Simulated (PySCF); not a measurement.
SMILES F[SiH2][SiH2][SiH2]Cl (H6ClFSi3) at its PBE0/def2-SVP optimised geometry (Å):

```
11

Si    -0.0087     1.2106     0.0000
F     -0.5151     2.7619     0.0000
Si    -0.8522     0.1247     1.9039
Si    -0.4684    -2.1660     1.5771
Cl     1.3965    -2.3017     0.6505
H      1.4809     1.2106     0.0000
H     -0.5216     0.5594    -1.2403
H     -2.3183     0.3815     2.0600
H     -0.1364     0.5858     3.1337
H     -1.4809    -2.7619     0.6569
H     -0.4223    -2.9623     2.8371
```

Computed with PBE0/def2-TZVP (PySCF). Cells within 0.4 Å of a nucleus heavier than hydrogen are left out (blank, or x).

Map of the deformation density (molecule minus spherical neutral atoms) (e/bohr³) on the plane z = 1.5 Å:

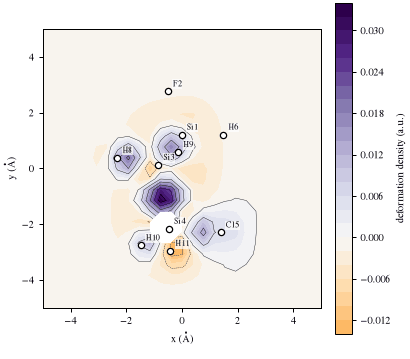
*Deformation density (molecule minus spherical neutral atoms) (e/bohr³) on the plane z = 1.5 Å.*
